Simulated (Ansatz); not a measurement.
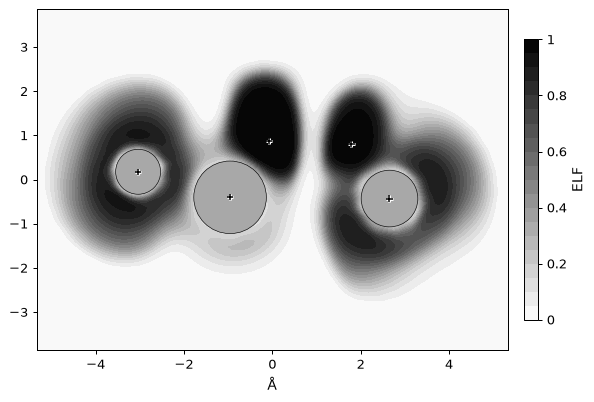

The ELF on a plane through atoms (crosses mark nuclei in the plane; grey discs cover the cores).

Level of theory: RKS B3LYP/def2-SVP (Ansatz).

Candidates:
A. F$_{2}$H$_{2}$Si···NH$_{3}$
B. Cl$_{3}$GeH···HBr

Q: Which candidate gave the map?

A: Candidate B: Cl$_{3}$GeH···HBr on the plane of atoms H2, Ge1 and Cl3, which holds Ge, H, Cl and Br. H2···H7 (1.87 Å): the ELF dips to about 0.10 between them. Ge–Cl (2.16 Å): the ELF peaks at about 0.85 in the valence shell of Cl, 0.9 Å from its nucleus, and is about 0.65 at the midpoint.
